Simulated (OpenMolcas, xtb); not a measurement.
**How methods differ on AlO (oxoaluminum)**

AlO: 2 atoms, total charge 0, spin state doublet. SMILES: `[O]=[Al]`. Geometry: relaxed at PBE0-D4/def2-TZVP.

```
atom   x (Å)   y (Å)    z (Å)
   O  0.0000  0.0000  -0.0249
  Al  0.0000  0.0000   1.5950
```

Each level gives the electronic atomisation energy (eV). The values are calculated. Electronic energies at fixed atoms, without zero-point motion or spin-orbit coupling.

```tsv
level	kind	program	value (eV)	less CCSD(T)/def2-TZVPPD	CPU time (all runs)
GFN2-xTB	semi-empirical	xtb	11.41	+6.47	under 2 s
UHF/def2-TZVPPD	Hartree–Fock	OpenMolcas	2.39	-2.55	11 s
USVWN5/def2-TZVPPD	LDA	OpenMolcas	6.64	+1.70	18 s
UBLYP/def2-TZVPPD	GGA	OpenMolcas	5.61	+0.67	25 s
U-r2SCAN/def2-TZVPPD	meta-GGA	OpenMolcas	5.45	+0.51	48 s
UM06-2X/def2-TZVPPD	hybrid meta-GGA	OpenMolcas	5.22	+0.28	41 s
ROCCSD(T)/def2-TZVPPD	coupled cluster or CI	OpenMolcas	4.94	0.00	26 s
```

ROCCSD(T)/def2-TZVPPD is the highest level here, not the true value. The values span 2.39 to 11.41 eV. The xTB rows lack spin polarisation, so open shells miss the exchange term that lowers them. Times are those of the runs behind each value, whatever else they computed, on shared processors of several kinds: orders of magnitude only.

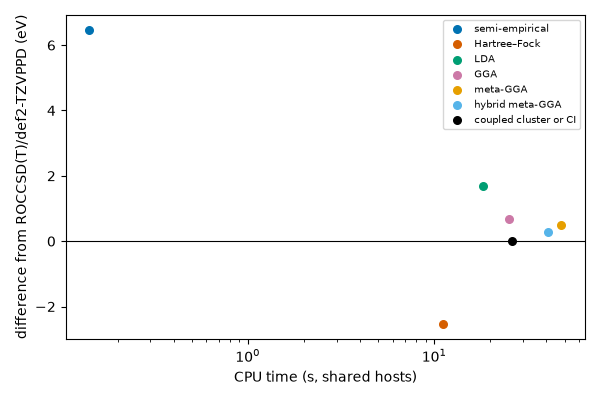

Difference from ROCCSD(T)/def2-TZVPPD against processor time, one point a level.
